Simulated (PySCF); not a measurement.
## Geometry relaxation, with input and output: Si4NH9O4 (part 2 of 2)

The same run, continued: Si4NH9O4; PBE0-D3(BJ)/def2-SVP geometry optimisation, gas phase (PySCF 2.14.0). 

**Trajectory as extended XYZ, continued**
```
18
Properties=species:S:1:pos:R:3:forces:R:3 step=11 energy=-41304.88224
O    -1.5574    0.7553   -0.6093   -0.0052   0.0246   0.0024
Si   -0.8383    1.9733    0.2646   -0.0169   0.0175  -0.0367
O    -0.3281    1.3323    1.7088    0.0251  -0.0331   0.0361
Si   -0.2777   -0.2400    2.2485    0.0353   0.0216   0.0179
O    -1.0193   -1.2048    1.1181   -0.0337   0.0127  -0.0127
Si   -1.5077   -0.8945   -0.4373    0.0136  -0.0382   0.0379
O    -0.4304   -1.5305   -1.5058   -0.0529   0.0085  -0.0329
Si    1.1005   -0.9882   -1.8880    0.0547   0.0098   0.0019
N     1.7791   -0.1804   -0.5165    0.0049   0.0191  -0.0504
H    -1.8429    3.0339    0.5304   -0.0037  -0.0034   0.0011
H     0.3165    2.5296   -0.4915    0.0013  -0.0048   0.0097
H    -1.0252   -0.3349    3.5285   -0.0032  -0.0020  -0.0049
H     1.1353   -0.6675    2.4434   -0.0178   0.0046  -0.0050
H    -2.8343   -1.4824   -0.6830    0.0030  -0.0032   0.0009
H     1.8557   -2.1969   -2.3147    0.0118  -0.0017   0.0161
H     1.0473    0.0310   -2.9725   -0.0180  -0.0171  -0.0062
H     2.2416   -0.6784    0.2357   -0.0074  -0.0193  -0.0040
H     2.1665    0.7488   -0.6334    0.0091   0.0044   0.0287
18
Properties=species:S:1:pos:R:3:forces:R:3 step=12 energy=-41304.88472
O    -1.5635    0.7815   -0.5930    0.0033   0.0027   0.0013
Si   -0.8345    1.9856    0.2911   -0.0141   0.0105  -0.0144
O    -0.3118    1.3257    1.7235    0.0221  -0.0096   0.0088
Si   -0.2667   -0.2518    2.2466    0.0159   0.0125   0.0184
O    -1.0473   -1.1919    1.1221   -0.0066  -0.0027  -0.0223
Si   -1.5251   -0.8711   -0.4349    0.0106  -0.0144   0.0350
O    -0.4517   -1.5081   -1.5046   -0.0225   0.0051  -0.0241
Si    1.0986   -1.0208   -1.8900    0.0113  -0.0163  -0.0010
N     1.7936   -0.1627   -0.5619    0.0013   0.0446  -0.0172
H    -1.8332    3.0463    0.5779   -0.0022  -0.0044   0.0028
H     0.3175    2.5477   -0.4648    0.0020  -0.0026   0.0045
H    -0.9834   -0.3546    3.5431   -0.0066   0.0001  -0.0034
H     1.1457   -0.6963    2.4020   -0.0095   0.0017  -0.0057
H    -2.8547   -1.4497   -0.6854   -0.0007   0.0033  -0.0034
H     1.8394   -2.2653   -2.2296    0.0003  -0.0018   0.0116
H     1.0639   -0.0709   -3.0355   -0.0028  -0.0020   0.0000
H     2.2663   -0.6233    0.2070   -0.0038  -0.0244  -0.0067
H     2.1279    0.7855   -0.6878    0.0022  -0.0024   0.0158
18
Properties=species:S:1:pos:R:3:forces:R:3 step=13 energy=-41304.88544
O    -1.5673    0.7981   -0.5819    0.0086  -0.0081  -0.0011
Si   -0.8311    1.9935    0.3073   -0.0103   0.0040   0.0037
O    -0.2955    1.3214    1.7302    0.0151   0.0045  -0.0077
Si   -0.2544   -0.2595    2.2423    0.0001   0.0028   0.0124
O    -1.0596   -1.1844    1.1224    0.0103  -0.0113  -0.0162
Si   -1.5354   -0.8562   -0.4335   -0.0003   0.0041   0.0235
O    -0.4677   -1.4929   -1.5079   -0.0035   0.0069  -0.0198
Si    1.0940   -1.0382   -1.8913   -0.0090  -0.0210   0.0013
N     1.7966   -0.1530   -0.5870    0.0001   0.0339   0.0026
H    -1.8269    3.0520    0.6114   -0.0003  -0.0029   0.0028
H     0.3167    2.5611   -0.4509    0.0020  -0.0005   0.0003
H    -0.9523   -0.3676    3.5485   -0.0052   0.0013  -0.0023
H     1.1568   -0.7153    2.3715   -0.0047  -0.0001  -0.0015
H    -2.8681   -1.4270   -0.6855   -0.0014   0.0039  -0.0017
H     1.8256   -2.3018   -2.1755   -0.0023  -0.0005   0.0056
H     1.0738   -0.1303   -3.0702    0.0027   0.0016   0.0007
H     2.2729   -0.5985    0.1883   -0.0006  -0.0164  -0.0059
H     2.1030    0.8044   -0.7124   -0.0013  -0.0022   0.0032
18
Properties=species:S:1:pos:R:3:forces:R:3 step=14 energy=-41304.88576
O    -1.5677    0.8109   -0.5727    0.0116  -0.0135  -0.0036
Si   -0.8255    1.9991    0.3203   -0.0065   0.0015   0.0133
O    -0.2794    1.3170    1.7349    0.0098   0.0067  -0.0154
Si   -0.2440   -0.2665    2.2388   -0.0124  -0.0026   0.0075
O    -1.0654   -1.1805    1.1211    0.0238  -0.0123  -0.0080
Si   -1.5423   -0.8446   -0.4326   -0.0127   0.0141   0.0084
O    -0.4817   -1.4816   -1.5133    0.0040   0.0109  -0.0127
Si    1.0881   -1.0508   -1.8929   -0.0111  -0.0126   0.0050
N     1.7944   -0.1445   -0.6057   -0.0035   0.0096   0.0139
H    -1.8191    3.0554    0.6391    0.0007  -0.0004   0.0019
H     0.3182    2.5717   -0.4404    0.0004   0.0008  -0.0010
H    -0.9315   -0.3778    3.5500   -0.0029   0.0017  -0.0008
H     1.1653   -0.7318    2.3518   -0.0010  -0.0011   0.0008
H    -2.8785   -1.4070   -0.6845   -0.0015   0.0023   0.0011
H     1.8130   -2.3269   -2.1337   -0.0008   0.0003   0.0005
H     1.0812   -0.1747   -3.0955    0.0020   0.0002  -0.0012
H     2.2753   -0.5808    0.1719    0.0020  -0.0036  -0.0045
H     2.0805    0.8189   -0.7308   -0.0019  -0.0022  -0.0052
18
Properties=species:S:1:pos:R:3:forces:R:3 step=15 energy=-41304.88602
O    -1.5663    0.8218   -0.5649    0.0093  -0.0141  -0.0053
Si   -0.8195    2.0038    0.3319   -0.0020   0.0008   0.0152
O    -0.2642    1.3123    1.7385    0.0048   0.0031  -0.0148
Si   -0.2347   -0.2736    2.2354   -0.0193  -0.0047   0.0019
O    -1.0656   -1.1792    1.1176    0.0295  -0.0077   0.0001
Si   -1.5471   -0.8345   -0.4326   -0.0167   0.0161  -0.0025
O    -0.4944   -1.4716   -1.5207    0.0026   0.0121  -0.0071
Si    1.0818   -1.0598   -1.8950   -0.0052  -0.0025   0.0063
N     1.7889   -0.1379   -0.6196   -0.0079  -0.0127   0.0171
H    -1.8112    3.0575    0.6641    0.0008   0.0010   0.0009
H     0.3201    2.5816   -0.4312   -0.0009   0.0018  -0.0010
H    -0.9175   -0.3873    3.5489   -0.0007   0.0016   0.0003
H     1.1728   -0.7460    2.3393    0.0013  -0.0017   0.0025
H    -2.8871   -1.3890   -0.6822   -0.0012   0.0009   0.0030
H     1.8015   -2.3447   -2.1019    0.0004   0.0007  -0.0028
H     1.0874   -0.2084   -3.1151    0.0009  -0.0015  -0.0021
H     2.2738   -0.5683    0.1590    0.0049   0.0074  -0.0023
H     2.0621    0.8289   -0.7456   -0.0006  -0.0007  -0.0093
18
Properties=species:S:1:pos:R:3:forces:R:3 step=16 energy=-41304.88637
O    -1.5627    0.8355   -0.5553    0.0045  -0.0097  -0.0068
Si   -0.8116    2.0097    0.3477    0.0018   0.0015   0.0125
O    -0.2464    1.3058    1.7440    0.0000  -0.0031  -0.0095
Si   -0.2249   -0.2830    2.2322   -0.0206  -0.0044  -0.0027
O    -1.0613   -1.1793    1.1108    0.0285   0.0007   0.0056
Si   -1.5517   -0.8214   -0.4336   -0.0159   0.0086  -0.0099
O    -0.5102   -1.4585   -1.5326   -0.0030   0.0131  -0.0005
Si    1.0736   -1.0705   -1.8987    0.0059   0.0070   0.0051
N     1.7813   -0.1315   -0.6359   -0.0124  -0.0306   0.0158
H    -1.8019    3.0596    0.6961    0.0003   0.0019  -0.0002
H     0.3227    2.5956   -0.4173   -0.0014   0.0016  -0.0001
H    -0.9070   -0.4001    3.5457    0.0014   0.0009   0.0013
H     1.1804   -0.7627    2.3308    0.0030  -0.0021   0.0031
H    -2.8967   -1.3658   -0.6784   -0.0009  -0.0005   0.0038
H     1.7861   -2.3649   -2.0676    0.0017   0.0010  -0.0046
H     1.0958   -0.2474   -3.1376   -0.0012  -0.0030  -0.0029
H     2.2735   -0.5539    0.1424    0.0067   0.0154   0.0005
H     2.0420    0.8381   -0.7667    0.0016   0.0017  -0.0105
18
Properties=species:S:1:pos:R:3:forces:R:3 step=17 energy=-41304.88675
O    -1.5582    0.8482   -0.5469   -0.0020  -0.0006  -0.0055
Si   -0.8051    2.0152    0.3636    0.0041   0.0014   0.0040
O    -0.2321    1.2991    1.7500   -0.0037  -0.0066  -0.0005
Si   -0.2174   -0.2924    2.2298   -0.0130  -0.0025  -0.0051
O    -1.0524   -1.1809    1.1014    0.0173   0.0076   0.0060
Si   -1.5543   -0.8090   -0.4361   -0.0065  -0.0035  -0.0088
O    -0.5244   -1.4448   -1.5465   -0.0094   0.0100   0.0020
Si    1.0667   -1.0790   -1.9032    0.0132   0.0094   0.0017
N     1.7734   -0.1275   -0.6490   -0.0120  -0.0294   0.0102
H    -1.7952    3.0606    0.7263   -0.0002   0.0012  -0.0007
H     0.3245    2.6102   -0.4015   -0.0010   0.0005   0.0010
H    -0.9035   -0.4139    3.5410    0.0022  -0.0002   0.0014
H     1.1864   -0.7763    2.3292    0.0023  -0.0017   0.0025
H    -2.9041   -1.3446   -0.6742   -0.0002  -0.0011   0.0029
H     1.7715   -2.3810   -2.0425    0.0014   0.0007  -0.0037
H     1.1047   -0.2787   -3.1567   -0.0015  -0.0026  -0.0016
H     2.2727   -0.5421    0.1288    0.0063   0.0151   0.0018
H     2.0279    0.8426   -0.7878    0.0028   0.0023  -0.0076
18
Properties=species:S:1:pos:R:3:forces:R:3 step=18 energy=-41304.88697
O    -1.5557    0.8542   -0.5435   -0.0046   0.0057  -0.0022
Si   -0.8032    2.0177    0.3723    0.0030   0.0001  -0.0024
O    -0.2284    1.2952    1.7543   -0.0047  -0.0046   0.0048
Si   -0.2156   -0.2977    2.2293   -0.0024  -0.0004  -0.0034
O    -1.0443   -1.1829    1.0944    0.0040   0.0076   0.0017
Si   -1.5542   -0.8031   -0.4389    0.0023  -0.0110  -0.0025
O    -0.5303   -1.4371   -1.5559   -0.0086   0.0068   0.0007
Si    1.0645   -1.0818   -1.9062    0.0111   0.0039  -0.0005
N     1.7692   -0.1267   -0.6535   -0.0072  -0.0130   0.0042
H    -1.7943    3.0602    0.7408   -0.0003   0.0002  -0.0005
H     0.3248    2.6181   -0.3908    0.0000  -0.0007   0.0010
H    -0.9070   -0.4230    3.5374    0.0014  -0.0008   0.0008
H     1.1881   -0.7813    2.3336    0.0004  -0.0010   0.0010
H    -2.9061   -1.3354   -0.6721    0.0002  -0.0010   0.0009
H     1.7652   -2.3870   -2.0358    0.0006   0.0005  -0.0011
H     1.1112   -0.2893   -3.1644   -0.0011  -0.0009  -0.0004
H     2.2730   -0.5366    0.1239    0.0034   0.0070   0.0012
H     2.0241    0.8424   -0.7991    0.0026   0.0017  -0.0032
```

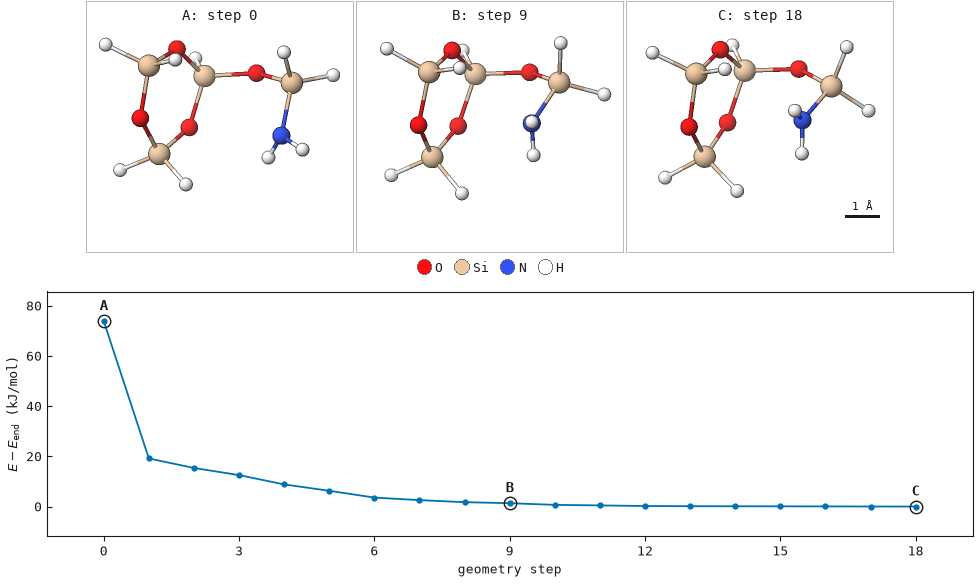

Fig. 1: Frames of the relaxation (ball-and-stick view, seen on its broad side) above the curves, on which the letters mark them (steps are counted from 0).

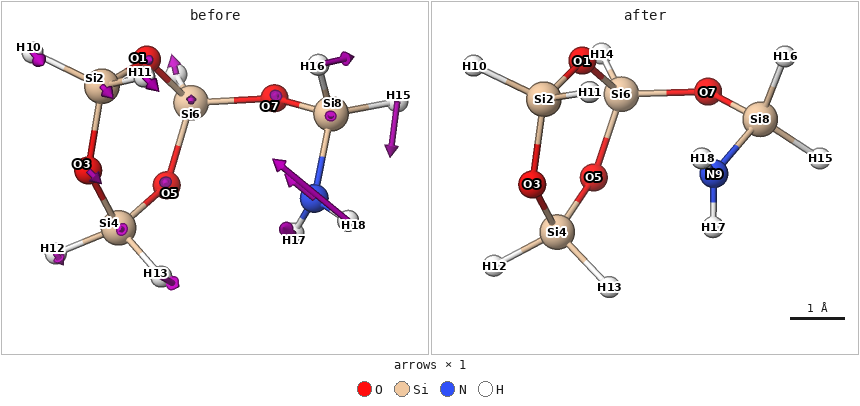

Fig. 2: Before (left) and after (right) the relaxation, at one scale (ball-and-stick view, seen on its broad side). The pink arrows give the displacements, at true length. The energy falls by 73.9 kJ/mol in 18 geometry steps. The largest force component goes from 2.1 to 0.013 eV/Å. H18 moves most after the best rigid fit: 1.94 Å. Largest moves by element: H 1.94 Å, N 0.78 Å, O 0.38 Å, Si 0.37 Å. Distances before and after: Si4–H13 1.395 → 1.488 Å, O1–Si6 1.587 → 1.661 Å, Si2–O3 1.615 → 1.662 Å, Si2–H11 1.448 → 1.488 Å. Among the angles that change: Si6–O7–Si8 141.3° → 130.9°, H10–Si2–H11 119.4° → 110.5°, O7–Si8–H15 98.6° → 106.3°. (Atoms are counted from 1 in the order of the input.)

This output came from the following input.

**Input file**
```
{"job": {"xc": "PBE0", "basis": "def2-SVP", "d3": "d3bj", "grid": 2, "kind": "geom", "shake": 0.01}, "charge": 0, "multiplicity": 1}
O     -1.722511     0.727085    -0.546129
Si    -1.258738     2.022005     0.323041
O     -0.641063     1.499709     1.720756
Si    -0.297022    -0.006976     2.242006
O     -0.783986    -1.079777     1.096121
Si    -1.359435    -0.810164    -0.394764
O     -0.229923    -1.214311    -1.470680
Si     1.275688    -0.787552    -1.970982
N      2.270030    -0.679611    -0.562393
H     -2.472973     2.749841     0.661288
H     -0.190032     2.708416    -0.373220
H     -1.191118    -0.244193     3.396589
H      1.082497    -0.116662     2.415187
H     -2.561637    -1.604981    -0.574673
H      1.517883    -1.895258    -2.910230
H      1.245220     0.544077    -2.582303
H      2.039396    -1.230160     0.223308
H      3.258952    -0.575847    -0.667007
```

The first line tells a small driver script what to run in PySCF; the rest is the geometry in Å.

Run as:
```bash
OMP_NUM_THREADS=1 python <driver script> task.json out
```

**Key numbers**

| quantity | value |
| --- | --- |
| outcome | converged |
| total energy | −1517.926611 hartree |
| dipole moment | 2.09 D |
| point group | C1 |
| hardware | 1 CPU thread, shared host |
| wall time | 8.1 min |
| peak memory | 1.2 GiB |
